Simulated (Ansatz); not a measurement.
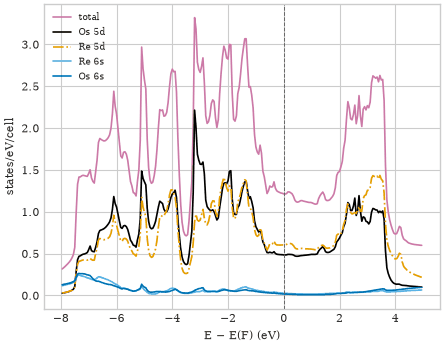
Fig. 1. Total and projected density of states of ReOs in space group P-6m2 (No. 187; Re on 1f, Os on 1a), DFT-r²SCAN in the program Ansatz with PAW potentials

Task: Which orbitals carry the states next to the Fermi level?

Result: Within 0.5 eV of the Fermi level: Re 5d 49 %, Os 5d 40 %, outside the projected shells 7 %. Projections are on Löwdin-orthogonalised atomic valence shells; empty p or d shells of many metals are not among them.

Task: Where is the tallest occupied peak in this window, and what makes it?

Result: Near -3.2 eV, about 3.3 states/eV per cell; the largest projected share is Os 5d.

The first step of the workflow began from a Materials Project structure, measured or hypothetical; the Crystallography Open Database copy checked does not list it. With Re and Os taken as one species the cell has the higher symmetry P6_3/mmc, so it may be an ordered model of a mixed-site phase. Whether it is the stable phase at ambient conditions was not checked. Symmetry was held in the r²SCAN relaxation; its stability against distortions is not shown here. The run is not spin-polarised. Spin–orbit coupling is left out wherever it is not named.

Potentials: the later of the program's two PAW sets.
